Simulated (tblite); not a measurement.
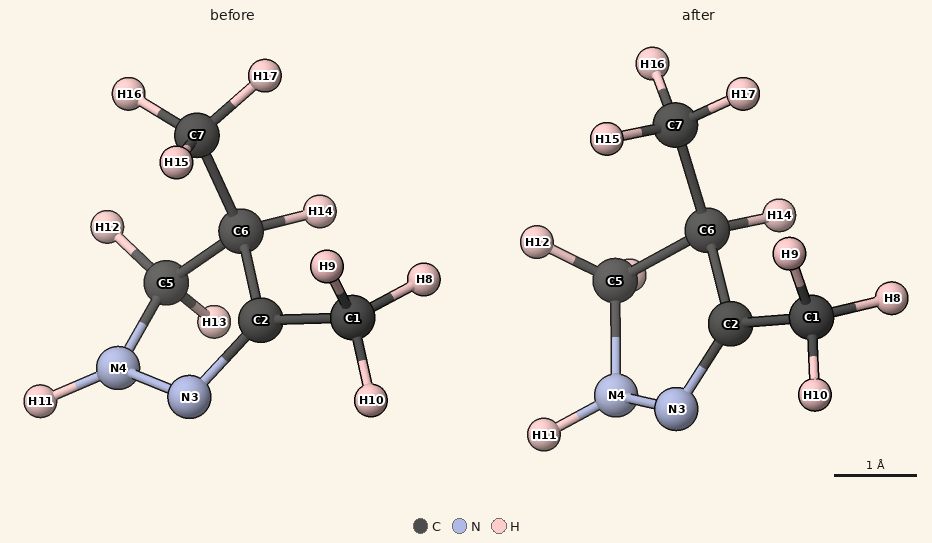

The structure of C5H10N2 before (left) and after (right) a relaxation, at one scale.

The picture is a ball-and-stick view, seen from a free direction.

The calculation used tblite, GFN2-xTB geometry optimisation, gas phase. 

### Describe what moved and what it gained.

Over 65 geometry steps the energy falls by 0.816 eV. The largest move after the best rigid fit is that of H12, 0.94 Å. Largest moves by element: H 0.94 Å, N 0.58 Å, C 0.24 Å. Among the contacts that change: C5–C6 1.482 → 1.540 Å, N4–H11 1.063 → 1.011 Å, N3–N4 1.411 → 1.361 Å, C1–H8 1.128 → 1.090 Å. Among the angles between lasting bonds that change: N3–N4–H11 127.8° → 112.8°, C2–C6–C7 107.8° → 113.5°, C5–N4–H11 123.0° → 117.5°. Groups turn about C6–C7 by about 40°, C1–C2 by about 20°. The run took 0.27 s on 1 thread of Arm Neoverse V2, on a shared host.
